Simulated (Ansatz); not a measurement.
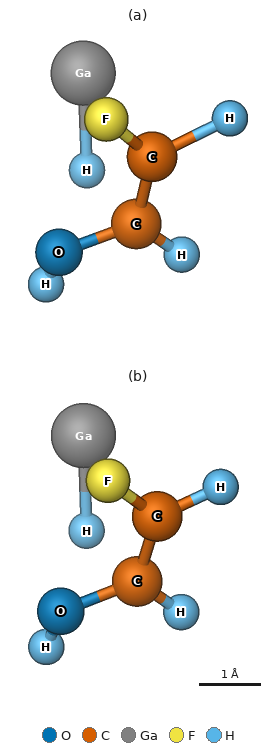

The structure of C$_{2}$H$_{4}$FGaO before (top) and after (bottom) a relaxation, at one scale.

A ball-and-stick model, seen from a free direction.

Computed with RKS BHLYP/cc-pVDZ in Ansatz 0.2.0.

Input file:
```yaml
crystal:
  periodic: [false, false, false]
  atoms:
    - {symbol: O, position_ang: [-0.895433, 1.045809, 0.566642]}
    - {symbol: C, position_ang: [0.319498, 0.557959, 0.224486]}
    - {symbol: Ga, position_ang: [-0.863079, -2.291019, -0.267991]}
    - {symbol: C, position_ang: [0.505415, 0.308708, -1.130587]}
    - {symbol: F, position_ang: [-0.263697, 0.582013, -2.181432]}
    - {symbol: H, position_ang: [-1.082255, 1.025714, 1.368263]}
    - {symbol: H, position_ang: [1.086271, 0.418477, 0.980460]}
    - {symbol: H, position_ang: [-0.670124, -1.562480, 1.251771]}
    - {symbol: H, position_ang: [1.715634, -0.291179, -1.594758]}
basis:
  gaussian: {orbitals: cc-pVDZ}
hamiltonian: {xc: {name: BHLYP}}
relax: {f_tol: 0.0001, max_steps: 2}
output: {forces: true}
```

Command:
```bash
ansatz run in.yaml --threads 4 --pin off --events-out ev --progress --plain --max-ram 10444MiB
```

Describe what moved and what it gained.

Answer. The relaxation stopped without meeting its thresholds, so the last structure isn't shown to be converged. The input was poor on purpose: steps. Over 1 geometry step the energy falls by 2.101 eV. Largest force component: 12 eV/Å at the start, 2.3 eV/Å at the end. H9 moves most after the best rigid fit: 0.20 Å. Largest moves by element: H 0.20 Å, C 0.09 Å, O 0.08 Å, F 0.05 Å, Ga 0.03 Å. Some distances before and after: C4–H9 1.428 → 1.150 Å, O1–H6 0.823 → 0.942 Å, C2–C4 1.390 → 1.352 Å, Ga3–H8 1.696 → 1.684 Å. Bond angles that change, for instance: C2–C4–F5 131.0° → 124.8°, O1–C2–C4 115.5° → 118.8°, C4–C2–H7 124.1° → 122.0°.
